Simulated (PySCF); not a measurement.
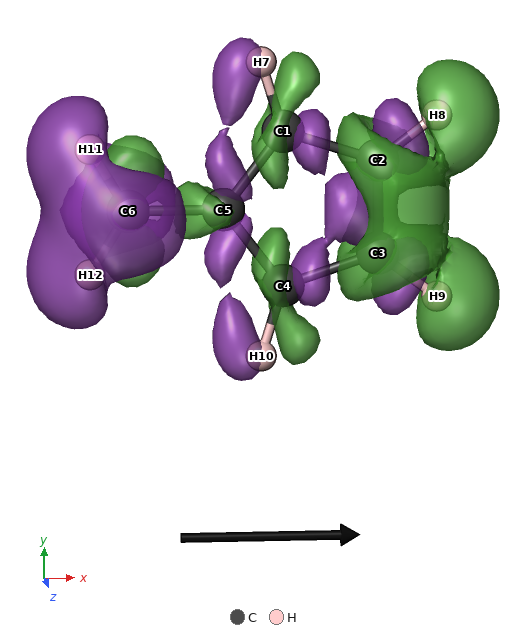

C6H6, triplet, SMILES `[CH]1C=C[CH]C1=C`. Change of the electron density in a uniform field of 0.10 V/Å along +x (arrow), surfaces at ±0.0008 e/Å³ (purple: gain, green: loss).

Level of theory: PBE0/def2-SVP (PySCF), at a geometry from GFN2-xTB. No frequency check shows the geometry to be a minimum. A basis without diffuse functions makes polarisabilities too small. The stability of the open-shell solution wasn't checked. GFN2-xTB doesn't know the spin state, so this open-shell geometry is rough.

The calculation's input:

```python
import numpy as np
from pyscf import gto, scf, dft
from pyscf.scf import atom_ks, atom_hf
from scipy.linalg import block_diag

def solve(mol, dm0=None, hcore=None):
    mf = (dft.UKS if mol.spin else dft.RKS)(mol, xc='pbe0')
    mf.grids.level = 3
    mf = mf.density_fit(auxbasis='def2-universal-jkfit')
    mf.conv_tol, mf.max_cycle = 1e-8, 80
    if hcore is not None:
        mf.get_hcore = lambda *args: hcore
    mf.kernel(dm0)
    if not mf.converged:
        mf = mf.newton().run(mf.mo_coeff, mf.mo_occ, max_cycle=30)
    assert mf.converged, 'SCF not converged'
    return mf

mol = gto.M(atom='''
C      0.09445     1.13197     0.00000
C      1.46193     0.68127     0.00000
C      1.46194    -0.68128     0.00000
C      0.09447    -1.13200     0.00000
C     -0.76730     0.00011     0.00000
C     -2.14483    -0.00005     0.00000
H     -0.22118     2.15877     0.00000
H      2.31735     1.33068     0.00000
H      2.31737    -1.33067     0.00000
H     -0.22114    -2.15880     0.00000
H     -2.69818     0.91989     0.00000
H     -2.69817    -0.91997     0.00000
''', basis='def2-svp', charge=0, spin=2, verbose=4)
field = np.array([0.002, 0.0, 0.0])  # atomic units
mol.set_common_orig(mol.atom_charges() @ mol.atom_coords() / mol.atom_charges().sum())
mf = solve(mol)
out = dict(dm0=mf.make_rdm1(), d0=mf.dip_moment(unit='AU'), e0=mf.e_tot)
for name, sign in (('p', 1), ('m', -1)):
    h = mf.get_hcore() + sign * np.einsum('x,xij->ij', field, mol.intor('int1e_r'))
    mi = solve(mol, mf.make_rdm1(), h)
    out.update({'dm' + name: mi.make_rdm1(), 'd' + name: mi.dip_moment(unit='AU'), 'e' + name: mi.e_tot})
# spherically averaged free atoms, for the promolecule
atm = atom_ks.get_atm_nrks(mol, xc='pbe0')
pro = block_diag(*[(atm[a[0]][2] * atm[a[0]][3]) @ atm[a[0]][2].T for a in mol._atom])
np.savez('result.npz', pro=pro, **out)
```

Command:

```sh
OMP_NUM_THREADS=1 python input.py
```

The run took 58 s on 1 thread of Arm Neoverse V2, with other jobs on the host, peak memory 0.55 GiB.

Partitions, critical points and surface values were worked out afterwards from this run's density.

Question: How large is the response?

Answer: The induced dipole is 0.43 D (along the field); α along this axis, from the fields in both directions, is 85 bohr³ (12.6 Å³).

Question: Which atoms gain and lose the most charge?

Answer: Electrons gather most on C6 (Hirshfeld charge changes by −0.008 e) and leave C2 and C3 alike most (+0.004 e); 0.030 electrons are displaced in all.
